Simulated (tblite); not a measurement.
# Run report: C₇H₇N, molecular dynamics (part 2 of 2)

C₇H₇N; GFN2-xTB Langevin dynamics, gas phase (tblite 0.8.0). 

Geometry of the input (Å):
```
N  0.3967  -2.8606  1.5764
C  0.3057  -1.9100  0.9428
C  0.1809  -0.7358  0.1644
C  -1.1695  -0.4280  -0.4731
C  -1.2527  1.0702  -0.4020
C  -0.2151  1.6142  0.2202
C  0.7820  0.5947  0.6143
C  1.3973  -0.1671  -0.5218
H  -1.9849  -0.8943  0.0879
H  -1.2258  -0.7900  -1.5026
H  -2.0926  1.5980  -0.8184
H  -0.0683  2.6602  0.4231
H  1.3299  0.7039  1.5388
H  2.3427  -0.6600  -0.3470
H  1.2693  0.2127  -1.5250
```

### Trajectory as extended XYZ, continued
```
15
Properties=species:S:1:pos:R:3:forces:R:3 step=21 time_fs=525.0 energy=-581.97232 temperature=184.5
N    -0.8172   -3.0018    1.4326    0.1820  -0.3155  -0.0423
C    -0.4986   -2.0801    0.8338   -0.5592   0.8332  -0.1023
C    -0.2605   -0.8154    0.2109   -0.3603  -0.2511  -0.0133
C    -1.3932   -0.0483   -0.4530   -0.9847  -0.0849   0.6213
C    -1.2307    1.3914    0.0170    0.0708  -0.6450  -0.4404
C    -0.1165    1.5135    0.7318    0.0231   2.1207   0.6860
C     0.5538    0.2350    0.9541    0.7069  -0.6919   0.3272
C     1.1285   -0.5263   -0.2375   -1.6989   2.6307  -0.1283
H    -2.3624   -0.4828   -0.1152    0.3915   0.3354  -0.2792
H    -1.3777   -0.0506   -1.5382    0.0880  -0.2806  -0.1794
H    -1.9656    2.1099   -0.3452    0.5646  -0.0591   0.3553
H     0.2697    2.4843    1.2054   -0.6153  -1.6020  -0.7544
H     0.9813    0.0166    1.9376   -0.1213   0.1762  -0.3423
H     1.7913   -1.2320    0.0425    2.2749  -1.9915   0.3874
H     1.2863    0.0391   -1.1423    0.0377  -0.1745  -0.0954
15
Properties=species:S:1:pos:R:3:forces:R:3 step=23 time_fs=575.0 energy=-581.95400 temperature=224.9
N    -0.9989   -2.8450    1.5578   -0.2245  -0.7622   0.2479
C    -0.7134   -1.9699    0.8827   -0.0196   0.0369   0.2310
C    -0.3529   -0.7959    0.2283   -0.4671   1.0637   0.0173
C    -1.4420    0.0779   -0.4614    0.8092  -0.7465   0.1117
C    -1.0875    1.4687   -0.0531   -0.0978  -0.2322  -0.1399
C    -0.0663    1.5389    0.7824   -0.5425  -1.8553  -1.0210
C     0.5431    0.2073    0.9702   -0.5881   0.4083  -2.0307
C     1.0345   -0.5202   -0.2606    0.5761  -0.3120  -0.8727
H    -2.4638   -0.1449   -0.1534    0.0682  -0.2420  -0.0215
H    -1.3074   -0.1245   -1.5189   -0.4615   0.2689  -0.3724
H    -1.6597    2.2876   -0.4028   -0.4094   0.5140  -0.1732
H     0.2299    2.3764    1.2826    0.9118   1.8053   1.0120
H     0.9712   -0.0120    1.8728    1.0337  -0.5800   1.9533
H     1.8451   -1.2932   -0.1180   -1.0904   0.9332  -0.2382
H     1.0115   -0.0308   -1.2740    0.5018  -0.3001   1.2965
15
Properties=species:S:1:pos:R:3:forces:R:3 step=24 time_fs=600.0 energy=-581.97281 temperature=278.0
N    -1.0409   -2.8014    1.5390    0.2193   0.1655  -0.2929
C    -0.7012   -1.9134    0.8947   -0.3297   0.4355  -0.1293
C    -0.3653   -0.7201    0.1755   -0.3384   0.2281   1.1880
C    -1.4985    0.1708   -0.3894   -0.1804  -1.7141   0.0866
C    -1.0532    1.5649   -0.1295    1.1008   0.1151  -0.0275
C     0.0666    1.6233    0.5942    0.9105   0.9784   0.4393
C     0.6026    0.2535    0.8994   -0.3398   0.5147   0.6805
C     1.0419   -0.5405   -0.2712    0.2726   0.1411  -0.5609
H    -2.3891   -0.0421    0.2655    0.3556   0.1169  -0.9692
H    -1.6541   -0.1613   -1.4559   -0.2692   0.7813   0.9667
H    -1.5409    2.4164   -0.5484   -0.3439   0.1695  -0.0471
H     0.6177    2.5900    0.9454   -1.1427  -1.9445  -0.6357
H     0.9873    0.0634    1.9026   -0.0521  -0.0176  -0.3510
H     1.7252   -1.3664   -0.1728    0.0608  -0.0807   0.2193
H     1.1913    0.0328   -1.1606    0.0766   0.1110  -0.5669
15
Properties=species:S:1:pos:R:3:forces:R:3 step=25 time_fs=625.0 energy=-581.97679 temperature=270.1
N    -0.9652   -2.7856    1.4587   -0.1881   0.3461   0.0203
C    -0.7830   -1.7709    0.9533    0.6281  -0.3255  -0.3590
C    -0.4065   -0.5961    0.2394    0.8602  -0.9530   0.5720
C    -1.5053    0.2494   -0.3099   -0.8726  -0.7082  -1.0328
C    -0.9849    1.6287   -0.1911   -1.0567   1.0472  -0.6629
C     0.1770    1.6607    0.4081    1.7058   1.9387   0.4718
C     0.6548    0.3256    0.7685    1.1989   0.7334   2.3562
C     1.0169   -0.5292   -0.3539   -0.4983  -1.1013   0.1303
H    -2.4123    0.0865    0.3144    0.2194   0.1334  -0.7319
H    -1.6471   -0.0559   -1.3857   -0.4755   0.4447   0.8952
H    -1.5463    2.4906   -0.5655    0.2948  -0.4616   0.1414
H     0.8116    2.5767    0.5831   -0.8773  -1.1322  -0.0858
H     1.2095    0.2407    1.7411   -0.7126  -0.1262  -0.8447
H     1.6436   -1.3812   -0.1716    0.0860  -0.3415   0.2593
H     1.2508   -0.0960   -1.2815   -0.3119   0.5060  -1.1292
15
Properties=species:S:1:pos:R:3:forces:R:3 step=27 time_fs=675.0 energy=-581.85312 temperature=211.9
N    -0.8711   -2.7820    1.4858   -0.3817   0.1851   0.1696
C    -0.8097   -1.7210    1.0562    1.1006   0.7912  -0.6967
C    -0.4385   -0.5053    0.3481   -1.5997  -0.9531  -0.2601
C    -1.6142    0.3653   -0.2059    2.2397   1.2384   1.6459
C    -0.9227    1.7392   -0.3570    0.7777  -1.5097   1.5424
C     0.2985    1.7678    0.1959   -0.3240  -0.6328  -0.0698
C     0.7524    0.3639    0.6406   -0.6565   1.6746  -1.4506
C     0.7713   -0.5811   -0.5435    0.0074  -0.3096  -0.0905
H    -2.3546    0.3752    0.5934   -0.3880   0.2320  -0.3463
H    -1.9915    0.1559   -1.1596   -0.6618  -1.0296  -1.0269
H    -1.4238    2.5464   -0.8026   -0.4472   0.7058  -0.3396
H     0.8910    2.6832    0.2578    0.0063  -0.6907   0.0369
H     1.4328    0.2452    1.4579    0.0797  -0.0817   0.1406
H     1.3804   -1.4661   -0.5112    0.1910  -0.2275   0.4257
H     0.6374   -0.3066   -1.5860    0.0565   0.6077   0.3198
15
Properties=species:S:1:pos:R:3:forces:R:3 step=28 time_fs=700.0 energy=-581.85911 temperature=246.1
N    -0.9251   -2.6178    1.6443   -0.3813  -2.1280   1.3485
C    -0.6924   -1.6856    1.0528   -0.2970   1.2800  -0.5818
C    -0.4792   -0.5390    0.2965   -0.3744   0.6348  -0.8420
C    -1.6368    0.3678   -0.1141    0.7747   1.4068   0.8937
C    -0.9186    1.7114   -0.2771   -2.1428   0.5853  -1.0464
C     0.3296    1.6799    0.0781    2.3911   1.1217   0.5819
C     0.7068    0.3241    0.5542    1.2938   1.2340   0.8811
C     0.8021   -0.6398   -0.5377   -0.6559  -1.0056  -0.2597
H    -2.3271    0.5590    0.7502    0.1060  -0.7614  -0.9259
H    -2.0956    0.1331   -1.0598   -0.5081  -0.3987   0.0551
H    -1.5047    2.5641   -0.6851    0.6807  -0.7136   0.3542
H     1.1137    2.5051    0.0437   -1.3203  -1.1328   0.1060
H     1.3426    0.2594    1.4378   -0.1190  -0.1033  -0.2042
H     1.2420   -1.5870   -0.3175    0.7288  -0.3993  -0.0658
H     0.8551   -0.3789   -1.5713   -0.1763   0.3802  -0.2948
15
Properties=species:S:1:pos:R:3:forces:R:3 step=29 time_fs=725.0 energy=-582.00849 temperature=263.3
N    -0.9812   -2.5407    1.8865   -0.1867  -0.2684   0.2047
C    -0.7556   -1.6737    1.1735    0.1871  -0.7369   0.7238
C    -0.4321   -0.6375    0.3263    0.8455   1.9800  -1.3035
C    -1.5521    0.2761   -0.1364   -0.6001   0.8005  -0.5095
C    -0.9114    1.6498   -0.2616   -1.0392  -0.6661  -0.8199
C     0.3453    1.6416    0.0933   -0.1115  -1.3509  -0.1958
C     0.8322    0.2942    0.4363   -0.1243   0.0864   1.9694
C     0.7720   -0.7350   -0.5988    0.5069  -1.3105  -0.6719
H    -2.3487    0.4410    0.6094    0.0613  -0.7028  -0.2394
H    -1.9826   -0.0845   -1.1046    0.1168   0.3642   0.7598
H    -1.4500    2.4920   -0.6567   -0.1635   0.0032   0.1294
H     0.9646    2.4571    0.0808    1.3634   1.6301   0.1460
H     1.5011    0.2874    1.3106   -0.1629  -0.4693  -0.5251
H     1.3523   -1.6771   -0.4616   -0.3102   0.8986  -0.1116
H     0.7575   -0.3970   -1.6418   -0.3825  -0.2581   0.4437
15
Properties=species:S:1:pos:R:3:forces:R:3 step=31 time_fs=775.0 energy=-581.90139 temperature=328.2
N    -1.0414   -2.3313    2.3023    0.3520   0.1139  -0.4777
C    -0.6689   -1.7028    1.4138   -0.4555   0.2417   0.0949
C    -0.3587   -0.7567    0.3926   -1.2669  -0.4916  -0.4805
C    -1.5614    0.1555   -0.1418    0.9148  -1.5223   0.6463
C    -0.8693    1.4469   -0.2844   -0.2053   2.0997  -0.1840
C     0.4089    1.4174    0.0736    1.2530   2.1159  -0.0272
C     0.8886    0.0884    0.4616   -0.9420   0.1109  -1.3338
C     0.7082   -0.9618   -0.6416    0.4015   0.7652   0.7951
H    -2.3935    0.0922    0.5624    0.0763   0.4015   0.1121
H    -1.9494   -0.2032   -1.0959    0.1343  -0.1452  -0.0671
H    -1.3588    2.4020   -0.6398    0.4171  -1.4168   0.3990
H     1.1054    2.3323    0.0602   -1.1310  -1.5416   0.0137
H     1.6450   -0.0815    1.1844    0.4223   0.0744   0.4166
H     1.4462   -1.7066   -0.5435    0.2966  -1.2405   0.1658
H     0.5416   -0.7171   -1.6722   -0.2675   0.4350  -0.0733
15
Properties=species:S:1:pos:R:3:forces:R:3 step=32 time_fs=800.0 energy=-581.82946 temperature=266.5
N    -0.9211   -2.2199    2.4068   -0.5738  -1.2171   1.7618
C    -0.7957   -1.6590    1.4339    1.0614   1.0196  -1.8385
C    -0.4361   -0.8403    0.3214   -0.4612  -0.0587   0.8071
C    -1.5349    0.1214   -0.0646   -0.1495   0.0804  -0.1560
C    -0.8121    1.4296   -0.3353    1.0589  -0.9096   1.2069
C     0.5048    1.3955   -0.0429   -2.4660  -3.3323   0.5288
C     0.8349   -0.0271    0.4470    1.1863   0.5772  -0.1386
C     0.7359   -1.1617   -0.5448    0.3190  -0.5827  -0.7949
H    -2.2998    0.0640    0.7367    0.4667   0.8768   0.0234
H    -2.1248   -0.1789   -0.9136    0.0449  -0.2438  -0.8416
H    -1.3836    2.2624   -0.6142   -0.3818   0.8846  -0.4877
H     1.2173    2.1319   -0.0331    1.1702   1.3922  -0.1905
H     1.5723   -0.1974    1.2643   -0.7410   0.4528  -0.5788
H     1.2598   -2.1263   -0.3212   -0.4184   1.0782  -0.1267
H     0.6939   -0.9598   -1.6322   -0.1156  -0.0177   0.8253
15
Properties=species:S:1:pos:R:3:forces:R:3 step=33 time_fs=825.0 energy=-581.93876 temperature=240.4
N    -0.9242   -2.1215    2.5404   -0.0467  -0.6743   0.8122
C    -0.7157   -1.6223    1.5388   -0.5885   1.0695  -1.4287
C    -0.5136   -0.8187    0.3689    1.3553  -1.1180   0.4063
C    -1.5210    0.1801   -0.1696   -1.3873  -0.8322   1.2428
C    -0.7365    1.4160   -0.3812    1.0207  -0.1954  -0.1066
C     0.5539    1.2365   -0.0879    0.3345  -0.0430   0.2747
C     0.8510   -0.1380    0.4431    0.5893   1.6719   0.7431
C     0.7070   -1.2287   -0.4986   -1.8136   0.0216  -1.2202
H    -2.3338    0.2687    0.5975    0.5771   0.4183  -0.1054
H    -2.1211   -0.1622   -1.0145    0.5428  -0.0856  -0.4860
H    -1.1759    2.2998   -0.7908   -0.0755   0.2012  -0.0624
H     1.3718    1.9493   -0.1264   -0.4160   0.0080  -0.0914
H     1.5843   -0.2293    1.2524   -0.5398   0.0948  -0.0832
H     1.0779   -2.2193   -0.3993    0.4572  -0.3415   0.4008
H     0.6024   -0.9098   -1.5245   -0.0094  -0.1952  -0.2959
15
Properties=species:S:1:pos:R:3:forces:R:3 step=35 time_fs=875.0 energy=-581.97464 temperature=266.6
N    -0.9759   -2.1150    2.6150    0.1379   0.8925  -1.2815
C    -0.8050   -1.5035    1.6466   -0.0463  -0.6437   0.3185
C    -0.4948   -0.7697    0.4505    0.6942  -0.3270   0.3854
C    -1.4532    0.2800   -0.1218   -0.5584  -1.7261  -0.2774
C    -0.6034    1.4352   -0.3851    0.1029   1.1472  -0.2953
C     0.6709    1.2348   -0.1088   -0.8478  -1.0069   0.2604
C     0.8972   -0.1200    0.3966    0.4698  -1.2970   0.4067
C     0.5411   -1.2917   -0.5569    0.5740   0.6799   1.3730
H    -2.2999    0.4809    0.5008   -0.3840   0.3122   0.8200
H    -1.9111   -0.1773   -1.0039    0.0542   0.2620  -0.4133
H    -0.9703    2.3943   -0.7003   -0.3056  -0.0293  -0.2265
H     1.3924    1.9651   -0.1430    1.5140   1.1968  -0.1412
H     1.6179   -0.2423    1.2459   -0.6078  -0.1252  -1.0314
H     1.0777   -2.2599   -0.4174   -0.7620   0.9534  -0.0205
H     0.3888   -0.9734   -1.5815   -0.0351  -0.2888   0.1231
15
Properties=species:S:1:pos:R:3:forces:R:3 step=36 time_fs=900.0 energy=-581.98736 temperature=264.4
N    -1.0363   -2.1398    2.5277   -0.4716  -1.2359   1.5812
C    -0.7796   -1.5690    1.5865    0.3482   1.8961  -1.7953
C    -0.4297   -0.7217    0.4783   -0.4842   0.0107   1.1505
C    -1.4506    0.3617   -0.0135    1.1487  -0.8557   0.9740
C    -0.5032    1.4568   -0.4019   -0.3195  -0.1113  -0.1278
C     0.7765    1.2108   -0.2006    0.9125  -0.4206   0.7003
C     0.9839   -0.1116    0.4604   -0.0834  -1.1230  -1.3345
C     0.5680   -1.3282   -0.4527    0.4992   0.9783   0.4824
H    -2.2091    0.6163    0.7639    0.6892  -0.0324  -0.4393
H    -1.9639   -0.0336   -0.8674   -0.4318  -0.0798  -0.5297
H    -0.8488    2.3156   -0.9051   -0.4406   0.7593  -0.3448
H     1.6155    1.8745   -0.4202   -0.4537  -0.3064   0.0912
H     1.8192   -0.3004    1.1757   -1.0705   0.2864  -0.5635
H     0.9734   -2.2654   -0.0859   -0.0307   0.0084  -0.3269
H     0.4345   -1.2632   -1.5343    0.1882   0.2258   0.4822
15
Properties=species:S:1:pos:R:3:forces:R:3 step=37 time_fs=925.0 energy=-581.92260 temperature=262.2
N    -1.0851   -2.2334    2.5055   -0.6995  -1.2704   1.6664
C    -0.8073   -1.5439    1.6548    1.1421   1.4090  -1.8928
C    -0.3680   -0.7431    0.5638    0.6883   0.6788  -0.0182
C    -1.3086    0.3475    0.0694   -0.4241   0.3180   0.2056
C    -0.4212    1.4191   -0.5488   -1.2125   0.8875  -0.0666
C     0.8490    1.2011   -0.2728    1.5616   0.2088   0.5847
C     1.0373   -0.1037    0.4295   -1.5929  -0.3348  -1.8422
C     0.6423   -1.2688   -0.4502   -0.8940   0.7381   1.7300
H    -1.8010    0.7852    0.9775    0.0354  -0.2384  -0.7804
H    -2.0733   -0.0471   -0.6183    0.1619   0.2595   0.2252
H    -0.9100    2.3228   -1.0200    0.8314  -1.2822   0.4832
H     1.7882    1.7991   -0.4261   -1.4106  -0.4507  -0.1206
H     1.8121   -0.2377    1.0980    1.2480  -0.1938   1.2307
H     1.0229   -2.2212   -0.2544    0.6669  -1.1790   0.3456
H     0.3208   -1.1285   -1.4243   -0.1021   0.4497  -1.7505
15
Properties=species:S:1:pos:R:3:forces:R:3 step=39 time_fs=975.0 energy=-581.93930 temperature=233.9
N    -1.2015   -2.1097    2.5018    0.1567   0.6048  -0.4704
C    -0.7733   -1.4182    1.6868    0.6944  -0.5381   0.4241
C    -0.2176   -0.6736    0.6022    0.2897  -1.2760  -0.1331
C    -1.2029    0.2753    0.0178    0.0559   0.8716  -0.7732
C    -0.3446    1.3443   -0.5581    0.3351   0.5069  -0.3952
C     0.9510    1.0977   -0.4178    0.1864   1.2545  -0.7087
C     1.2080   -0.1438    0.2717   -0.3163  -2.0720   1.0288
C     0.6502   -1.4085   -0.3917    1.6034  -0.9197  -0.1322
H    -1.8133    0.7310    0.7619   -0.8531   0.1011   0.6891
H    -1.8101   -0.1457   -0.7785   -0.2753  -0.2282   0.0643
H    -0.7694    2.2289   -0.9999   -0.0112  -0.0644  -0.1579
H     1.7235    1.7603   -0.8032   -0.0833  -0.3058   0.3154
H     2.0567   -0.2708    0.9630   -0.5364   0.2097  -0.3934
H     1.1371   -2.4036   -0.0956   -0.8308   1.5251  -0.0852
H     0.5131   -1.4203   -1.4850   -0.4150   0.3307   0.7273
15
Properties=species:S:1:pos:R:3:forces:R:3 step=40 time_fs=1000.0 energy=-581.88905 temperature=199.9
N    -1.2027   -2.0171    2.5243    0.5163   0.6295  -0.4924
C    -0.7057   -1.3858    1.6983   -0.1949  -0.3064  -0.0488
C    -0.2195   -0.7127    0.5229   -0.9784   0.0082   0.8349
C    -1.1818    0.3420   -0.0604   -0.1459  -0.1987   0.4767
C    -0.2928    1.4142   -0.5650   -0.7049   1.2831  -0.9461
C     0.9724    1.0652   -0.4986    0.9642   1.3525   0.1430
C     1.1617   -0.1645    0.2604   -0.7542  -1.4446  -1.0741
C     0.6728   -1.4880   -0.3761    1.0950   1.4772  -0.3427
H    -1.8116    0.7599    0.7225   -0.2949  -0.1931   0.1572
H    -1.8037   -0.0451   -0.8533   -0.3064  -0.2315  -0.1838
H    -0.6892    2.3847   -0.9598    0.3699  -1.2294   0.2496
H     1.7847    1.7460   -0.7607   -0.1289  -0.5238   0.0571
H     1.9480   -0.1983    0.9371    1.1744  -0.1780   1.0941
H     1.2187   -2.3536   -0.1189    0.0560  -0.8367   1.0127
H     0.5785   -1.5053   -1.4291   -0.6671   0.3920  -0.9372
```

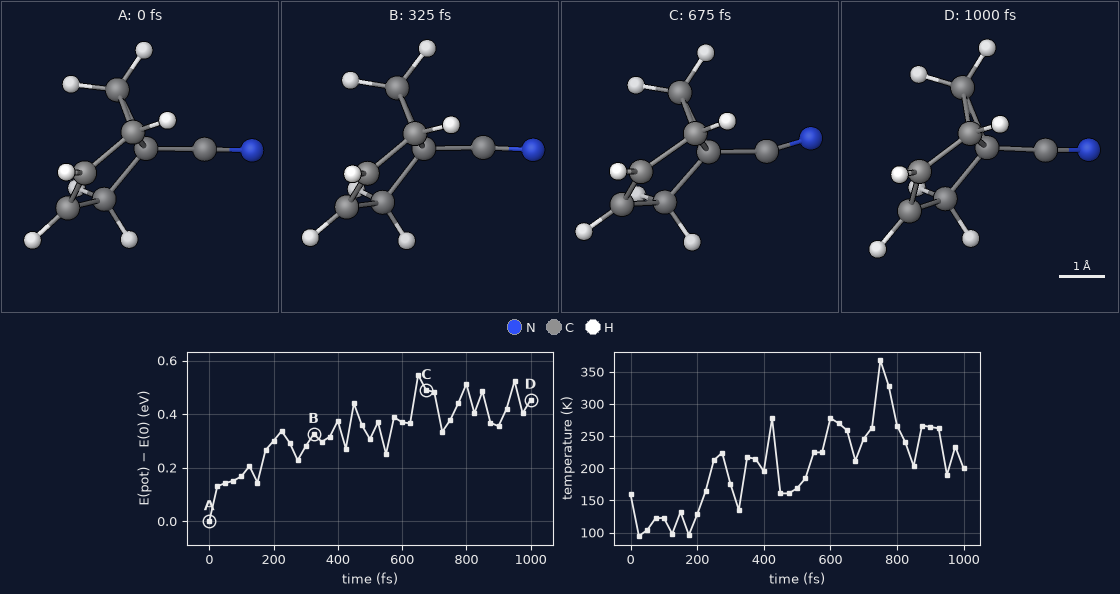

Fig. 1: Frames of the molecular dynamics (ball-and-stick, seen at a tilt) above the curves, on which the letters mark them. The trajectory kept here has 41 frames over 1000 fs. The temperature starts at 160 K, ranges from 95 to 368 K and averages 245 K over the second half. The potential energy ends 0.453 eV above its first value. After an unweighted best fit of the last frame on the first, the root-mean-square displacement is 0.15 Å, and N1 has moved furthest (0.26 Å).

### Key numbers

- outcome: finished
- mean temperature over the second half: 245 K
- trajectory: 41 frames kept, 1000 fs
- wall time: 7 s
- peak memory: 0.18 GiB
